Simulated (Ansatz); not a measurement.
Base system: SnTe in the rock salt structure (space group Fm-3m, No. 225; a = 6.289 Å).

Structures relaxed with Ansatz (a quantum-chemistry and plane-wave program) PBEsol, no spin-orbit coupling.

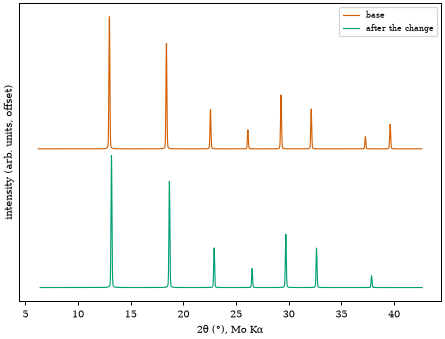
Figure. Simulated powder patterns before (top) and after one change

Question: What was done to the base?
A. isotropic strain +1.50 %
B. isotropic strain +2.00 %
C. isotropic strain +2.50 %
D. isotropic strain −1.50 %

Answer: D, isotropic strain −1.50 %. Its volume per atom is 29.72 Å³ against 31.09 Å³, and its space group is Fm-3m (No. 225).

Stability against distortions was not tested. All final runs are without spin polarisation.
